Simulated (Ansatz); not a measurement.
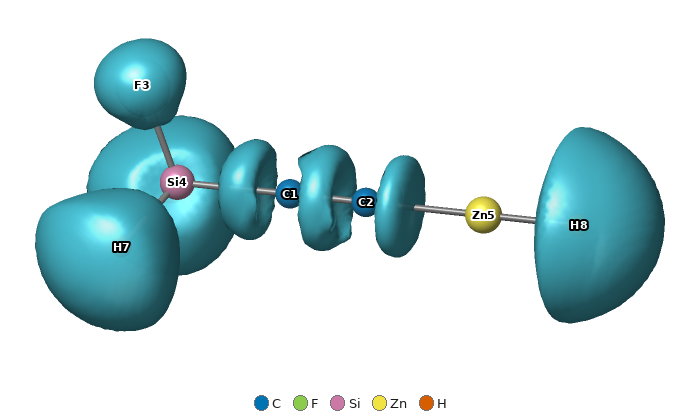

The picture shows: C2H3FSiZn (SMILES F[SiH2]C#[C][ZnH]). Isosurface of the electron localisation function at 0.8 (cyan), seen at a tilt. Only the valence region is drawn (cores and ρ < 0.01 e/Å³ removed).

Geometry: PBE0-D3(BJ)/def2-SVP.

All numbers below come from isolated molecule in a Gaussian basis; Kohn-Sham density functional theory, functional PBE0 (Ansatz).

```xyz
8

C    -0.8578   -1.2438    0.0086
C    -1.4026   -0.2074    0.3786
F     0.1153   -3.7966    0.6925
Si   -0.0483   -2.7740   -0.5592
Zn   -2.2457    1.3914    0.9621
H    -0.8856   -3.4448   -1.5881
H     1.3108   -2.4712   -1.0798
H    -2.9259    2.6828    1.4298
```

**Where are the electrons localised?**

At this value the surface marks out one region between bonded C–C atoms (shared pairs), one region between bonded C–Si atoms (shared pairs), three regions around hydrogen nuclei, one lobe of the valence shell of C pointing towards Zn (polar bonds) and one region wrapped around F (its valence shell).

Values along the shortest contacts:
C–C (1.23 Å): the ELF peaks at about 0.85 between the atoms (a multiple bond). Si–F (1.62 Å): the ELF peaks at about 0.85 in the valence shell of F, 0.6 Å from its nucleus, and is about 0.55 at the midpoint.
